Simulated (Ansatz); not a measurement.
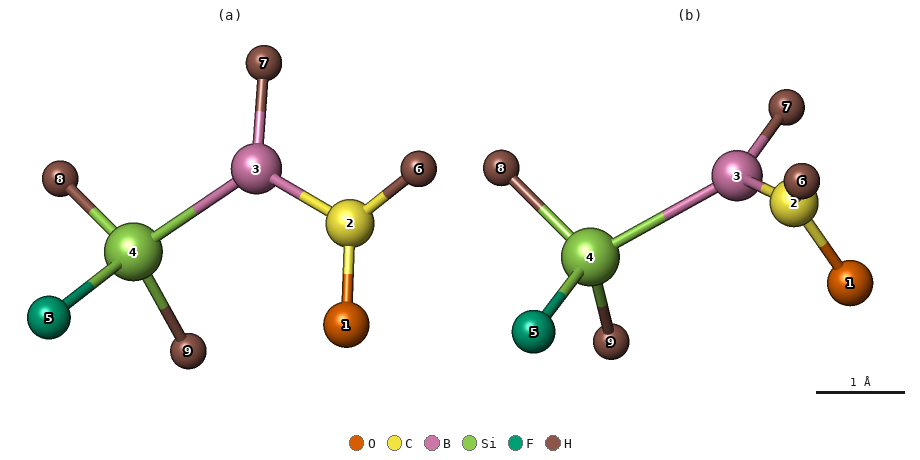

The structure of CH4BFOSi (coarse preliminary run) before (left) and after (right) a relaxation, at one scale.

The picture is a ball-and-stick view, seen at a tilt.

The start comes from a force field.

Theory: RKS PBE-D4/def2-SVP in Ansatz.

Input
```yaml
crystal:
  periodic: [false, false, false]
  atoms:
    - {symbol: O, position_ang: [-1.420800, 0.958400, 1.213500]}
    - {symbol: C, position_ang: [-0.269900, 1.200100, 1.164800]}
    - {symbol: B, position_ang: [0.622800, 0.355100, 0.215200]}
    - {symbol: Si, position_ang: [0.003000, -1.035600, -0.912000]}
    - {symbol: F, position_ang: [-1.187400, -0.383700, -1.995600]}
    - {symbol: H, position_ang: [0.169900, 1.992000, 1.787000]}
    - {symbol: H, position_ang: [1.844500, 0.565500, 0.215600]}
    - {symbol: H, position_ang: [1.058200, -1.657800, -1.674900]}
    - {symbol: H, position_ang: [-0.731900, -2.040300, -0.030900]}
basis:
  gaussian: {orbitals: def2-SVP}
hamiltonian: {xc: pbe, dispersion: d4}
relax: {f_tol: 0.03, max_steps: 200}
```

Launched with:
```bash
ansatz run in.yaml --threads 2 --pin off --events-out ev --progress --plain --max-ram 4352MiB
```

What changed between the two?

Answer. After 15 accepted moves (17 points after the start) the energy has fallen by 101.4 kJ/mol. Largest force component: 5 eV/Å at the start, 0.013 eV/Å at the end. The line search rejected the trial steps at points 3, 10 of the run. H6 moves most after the best rigid fit: 1.24 Å. By element the largest moves are H 1.24 Å, O 0.87 Å, C 0.37 Å, F 0.34 Å, B 0.32 Å, Si 0.09 Å. Some distances before and after: O1–B3 2.353 → 1.959 Å, B3–Si4 1.894 → 2.007 Å, Si4–F5 1.737 → 1.651 Å, O1–C2 1.177 → 1.245 Å. Among the angles between lasting bonds that change: O1–C2–B3 118.4° → 89.3°, B3–C2–H6 120.5° → 147.8°, B3–Si4–H9 107.3° → 112.6°. Groups turn about C2–B3 by about 90°, B3–Si4 by about 50°. Cost: 41 s on 2 threads of Arm Neoverse V1, on a shared host.
